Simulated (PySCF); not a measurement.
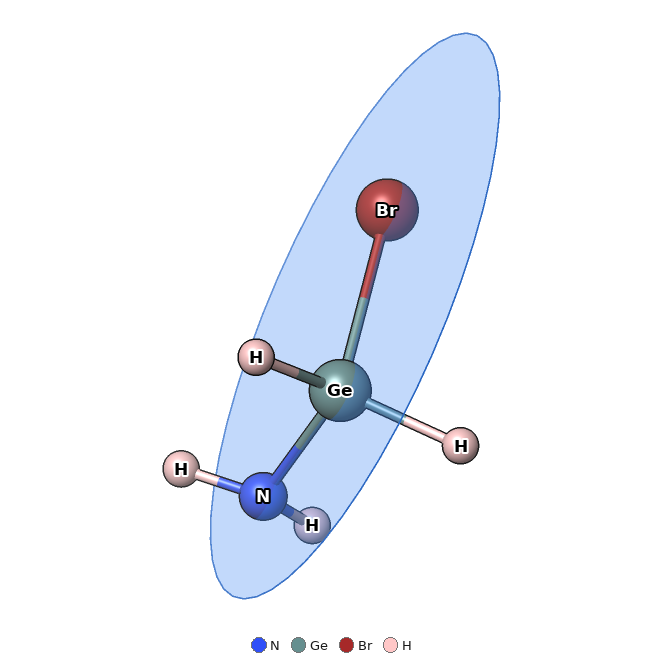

All proper rotation axes (lines) and mirror planes (discs) of the structure are drawn in. Distant atoms are faded towards the background colour. Computed geometry: PBE0-D3(BJ)/def2-SVP optimisation. No frequency run is at hand to confirm it as a minimum.

Name the symmetry elements and the point group.

Answer. It has 1 mirror plane. Point group Cs. The group has 2 operations. The geometry is achiral, and symmetry allows a dipole moment.
